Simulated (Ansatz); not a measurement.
# Calculations on CHO2

### Relaxation

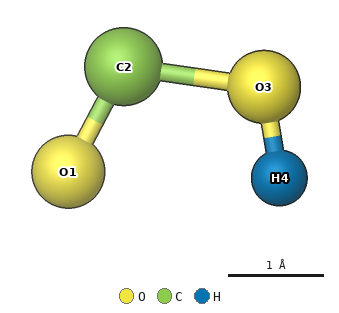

This is the input geometry for a relaxation of CHO₂ (charge −1). Style: ball-and-stick. Shown face on.

The run prepares an end point of a later path (torsion) calculation, from a guessed geometry.

The calculation used RKS revPBE-D4/def2-mTZVP in Ansatz.

Input file:
```yaml
crystal:
  periodic: [false, false, false]
  atoms:
    - { symbol: O, position_ang: [-0.01355, 0.34003, 1.27079] }
    - { symbol: C, position_ang: [0.65063, -0.37042, 0.47945] }
    - { symbol: O, position_ang: [0.06508, -0.28223, -0.89767] }
    - { symbol: H, position_ang: [-0.70216, 0.31262, -0.85257] }
total_charge: -1
basis:
  gaussian: { orbitals: def2-mTZVP }
hamiltonian:
  xc: revpbe
  dispersion: d4
relax:
  f_tol: 0.015
  max_steps: 40
output:
  orbitals: {}
```

Command:
```bash
ansatz run input.yaml --threads 1 --pin off --max-ram 2048MiB --backend cpu --events-out ev --progress --plain --runs-dir out
```

> Predict the outcome.

The energy falls by 0.035 eV in 5 geometry steps. Largest force component: 1.1 eV/Å at the start, 0.012 eV/Å at the end. The largest move after the best rigid fit is that of H4, 0.037 Å. By element the largest moves are H 0.037 Å, O 0.026 Å, C 0.023 Å. Among the contacts that change: O3–H4 0.972 → 1.000 Å, C2–O3 1.499 → 1.479 Å, O1–C2 1.254 → 1.245 Å. Among the angles between lasting bonds that change: C2–O3–H4 107.6° → 103.6°.

History of the run:

| step | E − E(0), eV | largest force component, eV/Å |
| --- | --- | --- |
| 0 | 0.0000 | 1.1219 |
| 1 | -0.0294 | 0.3718 |
| 2 | -0.0343 | 0.1381 |
| 3 | -0.0346 | 0.0780 |
| 4 | -0.0349 | 0.0251 |
| 5 | -0.0349 | 0.0119 |

Final geometry:

```xyz
4

O    -0.0199    0.3410    1.2571
C     0.6349   -0.3618    0.4650
O     0.0832   -0.2986   -0.9058
H    -0.6982    0.3194   -0.8162
```

Limits of the set-up: the basis has no diffuse functions, which an anion needs.

### Relaxation

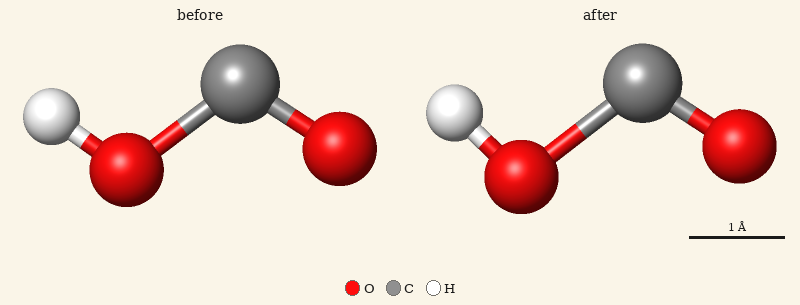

The structure of CHO2 (charge −1) before (left) and after (right) a relaxation, at one scale.

A ball-and-stick model, seen face on.

The run prepares an end point of a later path (torsion) calculation, from a guessed geometry.

Computed with RKS revPBE-D4/def2-mTZVP in Ansatz.

The input:
```yaml
crystal:
  periodic: [false, false, false]
  atoms:
    - { symbol: O, position_ang: [-0.01355, 0.34003, 1.27079] }
    - { symbol: C, position_ang: [0.65063, -0.37042, 0.47945] }
    - { symbol: O, position_ang: [0.06508, -0.28223, -0.89767] }
    - { symbol: H, position_ang: [0.60321, -0.84257, -1.48159] }
total_charge: -1
basis:
  gaussian: { orbitals: def2-mTZVP }
hamiltonian:
  xc: revpbe
  dispersion: d4
relax:
  f_tol: 0.015
  max_steps: 40
output:
  orbitals: {}
```

Command:
```bash
ansatz run input.yaml --threads 1 --pin off --max-ram 2048MiB --backend cpu --events-out ev --progress --plain --runs-dir out
```

Question: Summarise the run.

Answer: After 6 geometry steps the energy has fallen by 1.70 kcal/mol. The largest force component goes from 1.2 to 0.0015 eV/Å. O3 moves most after the best rigid fit: 0.092 Å. By element the largest moves are O 0.092 Å, H 0.050 Å, C 0.027 Å. Near-neighbour distances that change, for instance: C2–O3 1.499 → 1.613 Å, O1–C2 1.254 → 1.221 Å, O3–H4 0.972 → 0.977 Å. Bond angles that change, for instance: C2–O3–H4 107.6° → 98.5°.

Limits of the set-up: the basis has no diffuse functions, which an anion needs.

### Path

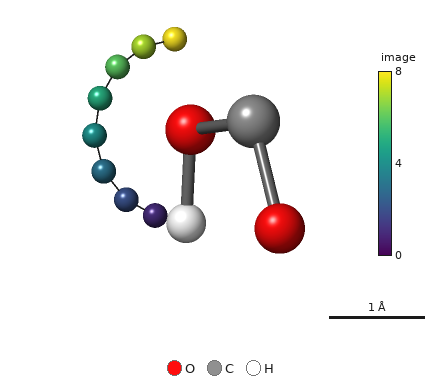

A search for the minimum-energy path of CHO2 (charge −1) by the nudged elastic band. Images are numbered from 0 (start) to 8 (end). The start is drawn whole; smaller spheres mark the moving atoms (H) in the later images, joined by lines and coloured by the number of the image. A ball-and-stick model, seen from a free direction.

Method: Ansatz, RKS revPBE-D4/def2-mTZVP. Set-up: 7 movable images; climbing image; force threshold 0.05 eV/Å; iteration limit 60; starting path through a guess of the saddle point.

What moves, how far, and at what cost in energy?

The motion is a rotation about the C–O bond by about 180°. No bond forms or breaks between the ends. The highest point, image 4, lies 9.4 kcal/mol above the start and 7.3 kcal/mol above the end; the end is at +2.1 kcal/mol relative to the start. The band converged in 10 iterations, with a climbing image at the top. At the top, the vibrational analysis gives one imaginary mode (435i cm⁻¹), as a transition state must have.

Limits of the set-up: the basis has no diffuse functions, which an anion needs.

The run took 2.4 min on 1 thread of AMD EPYC (Zen 3), with other jobs on the host, peak memory 0.12 GiB.
